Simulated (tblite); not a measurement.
# C$_{7}$H$_{13}$AlClN: geometry relaxation (part 2 of 2)

Continued. System: C$_{7}$H$_{13}$AlClN. Method: GFN2-xTB geometry optimisation, gas phase (tblite 0.8.0). It belongs to a series of runs on one base structure; here: H on C replaced by cPr.

Geometry of the input (Å):
```
C  -1.5210  -2.1595  -0.4286
C  -1.1471  -0.6894  -0.6537
C  0.3291  -0.5659  -0.6446
N  1.4707  -0.4455  -0.6562
Al 3.3254  -0.2569  -0.6245
C  3.8315  1.0291  0.7986
Cl 2.7685  2.4528  0.7317
C  -1.7142  0.1830  0.4859
C  -3.1248  0.6985  0.2470
C  -1.9445  1.6405  0.1293
H  -2.6384  -2.2638  -0.4431
H  -1.1150  -2.7918  -1.2389
H  -1.1523  -2.5251  0.5588
H  -1.5144  -0.3745  -1.6435
H  4.0074  -1.6606  -0.3451
H  3.8110  0.3066  -2.0329
H  3.7372  0.5404  1.7933
H  4.8866  1.3450  0.6523
H  -1.4538  -0.0151  1.5488
H  -3.7213  0.8494  1.1771
H  -3.5997  0.4422  -0.7225
H  -1.6997  1.9362  -0.9182
H  -1.8259  2.3514  0.9912
```

**Trajectory as extended XYZ, continued**
```
23
Properties=species:S:1:pos:R:3:forces:R:3 step=80 energy=-819.61480
C    -1.5203   -2.1960   -0.4195    0.0050   0.0020  -0.0090
C    -1.1307   -0.7298   -0.6484   -0.0050   0.0170   0.0050
C     0.2940   -0.5762   -0.6356    0.0080   0.0020  -0.0140
N     1.4290   -0.4237   -0.5743   -0.0010  -0.0010  -0.0090
Al    3.4059   -0.1974   -0.6449    0.0110  -0.0030   0.0100
C     4.0322    0.9548    0.9152   -0.0010   0.0090   0.0030
Cl    2.6662    2.0126    0.3707   -0.0120  -0.0140   0.0090
C    -1.7086    0.1869    0.4218   -0.0280  -0.0150   0.0170
C    -3.0892    0.7434    0.2381    0.0060   0.0000   0.0060
C    -1.8979    1.6456    0.1377    0.0100  -0.0040   0.0040
H    -2.6039   -2.2801   -0.4258    0.0010  -0.0110  -0.0060
H    -1.1085   -2.8264   -1.2029   -0.0080  -0.0230  -0.0070
H    -1.1496   -2.5479    0.5401    0.0100   0.0210   0.0000
H    -1.4868   -0.4046   -1.6336   -0.0040  -0.0060  -0.0050
H     3.6682   -1.7183   -0.4495    0.0000   0.0040   0.0040
H     3.5250    0.4591   -2.0478   -0.0070   0.0000  -0.0050
H     3.8329    0.7387    1.9690    0.0020   0.0060  -0.0020
H     4.9168    1.5970    0.8891    0.0090  -0.0090  -0.0060
H    -1.4116   -0.0921    1.4248    0.0040   0.0030   0.0080
H    -3.7229    0.8185    1.1083   -0.0070   0.0050  -0.0190
H    -3.6239    0.5010   -0.6686    0.0110   0.0010   0.0190
H    -1.6164    2.0161   -0.8360    0.0060   0.0010  -0.0030
H    -1.7047    2.3459    0.9343   -0.0090   0.0130  -0.0010
23
Properties=species:S:1:pos:R:3:forces:R:3 step=101 energy=-819.67079
C    -1.4917   -2.3078   -0.4046    0.0230   0.0000   0.0060
C    -1.2715   -0.8210   -0.7065    0.0260  -0.0340  -0.0210
C     0.1320   -0.5413   -0.8358    0.1300  -0.0020  -0.0050
N     1.2488   -0.2814   -0.8997   -0.1080  -0.0190  -0.0080
Al    3.2314   -0.0407   -0.5537   -0.0250  -0.0430   0.0110
C     4.2198    1.0651    0.8463    0.0200  -0.0300  -0.0360
Cl    2.4874    1.6224    0.9039   -0.0390  -0.0190   0.0140
C    -1.7957    0.0954    0.3933   -0.0220  -0.0360  -0.0310
C    -3.0341    0.9060    0.1542    0.0040   0.0050  -0.0070
C    -1.6953    1.5754    0.1768   -0.0350   0.0230   0.0060
H    -2.5576   -2.5146   -0.3496    0.0170   0.0040  -0.0090
H    -1.0441   -2.9249   -1.1805   -0.0550   0.0080  -0.0180
H    -1.0327   -2.5745    0.5444   -0.0050   0.0200   0.0140
H    -1.7499   -0.5600   -1.6588    0.0000  -0.0210   0.0010
H     3.2199   -1.5287   -0.0760    0.0010   0.0080  -0.0020
H     3.4574    0.4876   -1.9910    0.0280   0.0160  -0.0050
H     4.4324    0.6934    1.8522    0.0090   0.0050   0.0570
H     4.8110    1.9725    0.7094    0.0160   0.0400  -0.0310
H    -1.6124   -0.2893    1.3879   -0.0120   0.0450   0.0220
H    -3.7036    1.0817    0.9823    0.0100  -0.0540   0.0050
H    -3.5413    0.7981   -0.7935    0.0130   0.0080   0.0090
H    -1.2717    1.9141   -0.7566   -0.0090   0.0390   0.0100
H    -1.4432    2.1996    1.0176    0.0140   0.0380   0.0160
23
Properties=species:S:1:pos:R:3:forces:R:3 step=121 energy=-819.68358
C    -1.4895   -2.2762   -0.3987    0.0020   0.0010  -0.0100
C    -1.2422   -0.7968   -0.7195   -0.0080  -0.0020   0.0050
C     0.1665   -0.5533   -0.8567    0.0010   0.0070  -0.0240
N     1.2891   -0.3330   -0.9476   -0.0120  -0.0030   0.0140
Al    3.2584   -0.0933   -0.5427    0.0080  -0.0170   0.0130
C     4.2061    1.0446    0.8607    0.0150   0.0030  -0.0050
Cl    2.4521    1.5368    0.9212    0.0120   0.0040   0.0010
C    -1.7696    0.1216    0.3766    0.0030   0.0120   0.0000
C    -3.0484    0.8732    0.1638   -0.0060   0.0200  -0.0030
C    -1.7451    1.6094    0.1824   -0.0060  -0.0110   0.0040
H    -2.5575   -2.4551   -0.3030    0.0030   0.0190   0.0000
H    -1.0941   -2.9077   -1.1901   -0.0070  -0.0190  -0.0060
H    -1.0032   -2.5469    0.5356   -0.0020   0.0010  -0.0100
H    -1.7175   -0.5417   -1.6756    0.0070   0.0040   0.0220
H     3.2542   -1.5873   -0.0876   -0.0060   0.0180  -0.0050
H     3.5325    0.4764   -1.9578    0.0060  -0.0120  -0.0060
H     4.4547    0.7595    1.8868    0.0160   0.0040  -0.0060
H     4.7566    1.9641    0.6374   -0.0270   0.0000   0.0210
H    -1.5618   -0.2456    1.3736    0.0060  -0.0020  -0.0040
H    -3.7215    0.9921    0.9980   -0.0030  -0.0180   0.0200
H    -3.5519    0.7628   -0.7843   -0.0210  -0.0170  -0.0120
H    -1.3620    2.0002   -0.7484    0.0080  -0.0160   0.0170
H    -1.5106    2.2229    1.0380    0.0090   0.0210  -0.0270
23
Properties=species:S:1:pos:R:3:forces:R:3 step=141 energy=-819.68808
C    -1.4930   -2.2505   -0.4194    0.0080  -0.0050  -0.0030
C    -1.2312   -0.7721   -0.7300    0.0040   0.0150   0.0010
C     0.1804   -0.5454   -0.8701   -0.0120   0.0190   0.0120
N     1.3073   -0.3420   -0.9466   -0.0010  -0.0140  -0.0070
Al    3.2838   -0.1207   -0.5274   -0.0040  -0.0020   0.0050
C     4.2177    1.0597    0.8555   -0.0040  -0.0220  -0.0040
Cl    2.4439    1.4450    0.9919   -0.0290   0.0190  -0.0090
C    -1.7505    0.1403    0.3755    0.0120   0.0060  -0.0060
C    -3.0627    0.8425    0.1911    0.0110  -0.0090   0.0000
C    -1.7861    1.6241    0.1603    0.0050   0.0040  -0.0120
H    -2.5582   -2.4067   -0.2720   -0.0120   0.0070  -0.0070
H    -1.1511   -2.8800   -1.2366   -0.0020  -0.0150  -0.0110
H    -0.9668   -2.5425    0.4856    0.0010  -0.0150   0.0170
H    -1.7097   -0.5037   -1.6798    0.0020   0.0090  -0.0040
H     3.2626   -1.6008   -0.0333    0.0020   0.0100   0.0090
H     3.5816    0.3880   -1.9614   -0.0110   0.0090   0.0170
H     4.5184    0.7652    1.8649    0.0290  -0.0010  -0.0020
H     4.6990    2.0183    0.6410    0.0160   0.0000   0.0030
H    -1.4978   -0.2104    1.3685   -0.0070   0.0110  -0.0130
H    -3.7146    0.9451    1.0451    0.0100  -0.0070  -0.0170
H    -3.5860    0.6994   -0.7432   -0.0240  -0.0100   0.0390
H    -1.4460    2.0068   -0.7900    0.0100   0.0070   0.0010
H    -1.5459    2.2672    0.9924   -0.0030  -0.0140  -0.0100
23
Properties=species:S:1:pos:R:3:forces:R:3 step=161 energy=-819.69312
C    -1.5339   -2.2189   -0.4558   -0.0020  -0.0020  -0.0030
C    -1.2073   -0.7471   -0.7404    0.0010  -0.0150  -0.0070
C     0.2120   -0.5662   -0.8588   -0.0010   0.0020  -0.0100
N     1.3462   -0.4029   -0.9195    0.0060   0.0060   0.0100
Al    3.3150   -0.1398   -0.4936   -0.0090   0.0050  -0.0110
C     4.2500    1.0584    0.8691   -0.0030   0.0040   0.0000
Cl    2.4761    1.4674    0.9735    0.0090  -0.0110   0.0100
C    -1.7063    0.1684    0.3701   -0.0060  -0.0110  -0.0080
C    -3.0710    0.7763    0.2461    0.0020   0.0070  -0.0040
C    -1.8526    1.6365    0.1073   -0.0040   0.0050   0.0030
H    -2.6031   -2.3201   -0.2866    0.0060  -0.0060  -0.0040
H    -1.2475   -2.8454   -1.2969    0.0100  -0.0030   0.0120
H    -1.0041   -2.5614    0.4300   -0.0110   0.0040  -0.0040
H    -1.6650   -0.4473   -1.6912   -0.0020   0.0090   0.0040
H     3.3135   -1.6092    0.0274    0.0010  -0.0010   0.0000
H     3.5840    0.3727   -1.9322    0.0020  -0.0070   0.0090
H     4.5378    0.7703    1.8845   -0.0090   0.0070   0.0040
H     4.7456    2.0090    0.6525    0.0100  -0.0020  -0.0070
H    -1.3749   -0.1347    1.3552    0.0070   0.0100  -0.0050
H    -3.6717    0.8700    1.1375    0.0030  -0.0010  -0.0110
H    -3.6439    0.5613   -0.6437   -0.0150  -0.0020   0.0160
H    -1.5930    2.0053   -0.8735   -0.0070   0.0010   0.0000
H    -1.6107    2.3246    0.9012    0.0130   0.0000   0.0080
23
Properties=species:S:1:pos:R:3:forces:R:3 step=181 energy=-819.69457
C    -1.5381   -2.2126   -0.4716    0.0000  -0.0040   0.0020
C    -1.2095   -0.7419   -0.7592   -0.0010   0.0020   0.0020
C     0.2111   -0.5640   -0.8690    0.0020   0.0060   0.0020
N     1.3466   -0.4015   -0.9033    0.0030  -0.0020  -0.0050
Al    3.3161   -0.1497   -0.4738   -0.0030  -0.0020  -0.0080
C     4.2617    1.0567    0.8748    0.0050   0.0020   0.0010
Cl    2.4875    1.4568    0.9971    0.0000  -0.0010   0.0000
C    -1.6973    0.1759    0.3546    0.0020   0.0040   0.0040
C    -3.0733    0.7645    0.2711    0.0010   0.0020   0.0030
C    -1.8723    1.6411    0.0905    0.0040  -0.0060  -0.0030
H    -2.6098   -2.3181   -0.3240   -0.0030   0.0020  -0.0060
H    -1.2303   -2.8452   -1.3002    0.0050  -0.0010  -0.0020
H    -1.0268   -2.5459    0.4280    0.0000   0.0000   0.0070
H    -1.6672   -0.4407   -1.7092    0.0000   0.0080   0.0040
H     3.3110   -1.6168    0.0524   -0.0060   0.0010   0.0010
H     3.5854    0.3521   -1.9159    0.0040   0.0000   0.0010
H     4.5637    0.7866    1.8909   -0.0030  -0.0020   0.0000
H     4.7508    2.0060    0.6367   -0.0030  -0.0010  -0.0020
H    -1.3315   -0.1126    1.3320   -0.0010   0.0010   0.0030
H    -3.6442    0.8534    1.1819   -0.0080  -0.0030   0.0040
H    -3.6752    0.5380   -0.5961    0.0020  -0.0020  -0.0030
H    -1.6516    2.0102   -0.8996    0.0000  -0.0020  -0.0020
H    -1.6116    2.3347    0.8742   -0.0020  -0.0040  -0.0040
```

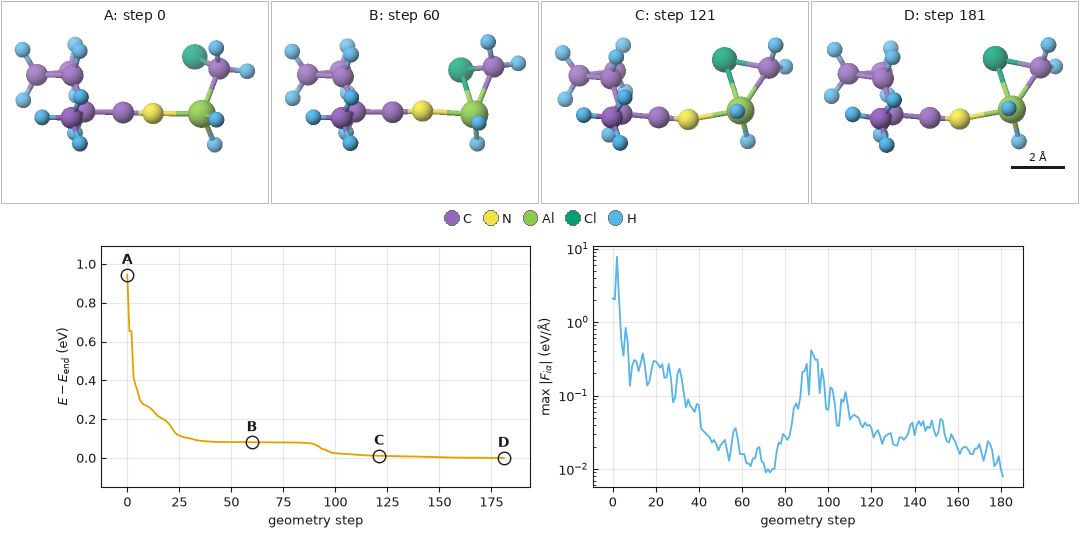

Frames of the relaxation (ball-and-stick view, seen at a tilt) above the curves, on which the letters mark them (steps are counted from 0).

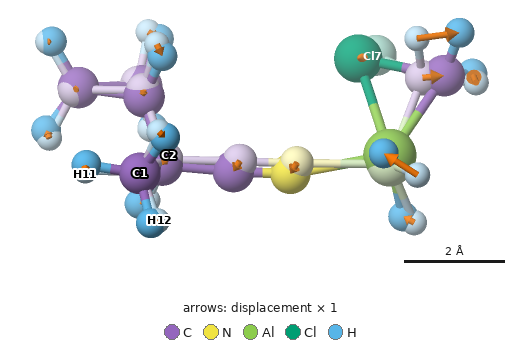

Start (faint) and end (solid) with the displacements as orange arrows, at true length (ball-and-stick view, seen at a tilt). The two geometries are laid on each other by the best rigid fit. Over 181 geometry steps the energy falls by 0.943 eV. The largest force component goes from 2.1 to 0.008 eV/Å. The atom that moves furthest after the best rigid fit is Cl7 (1.06 Å). By element the largest moves are Cl 1.06 Å, H 0.87 Å, C 0.44 Å, N 0.28 Å, Al 0.18 Å. Distances before and after: Al5–Cl7 3.081 → 2.330 Å, N4–Al5 1.865 → 2.031 Å, Al5–C6 1.984 → 2.042 Å, C2–C3 1.481 → 1.436 Å. New bonds form: Al5–Cl7 (3.08 → 2.33 Å). Among the angles that change: Al5–C6–Cl7 109.9° → 73.9°, N4–Al5–H15 110.0° → 87.2°, N4–Al5–C6 109.4° → 131.4°. (Atoms are counted from 1 in the order of the input.)

**Key numbers**

| quantity | value |
| --- | --- |
| outcome | converged |
| total energy | −819.6946 eV |
| hardware | 1 CPU thread, shared host |
| wall time | 2.2 s |
| peak memory | 0.18 GiB |
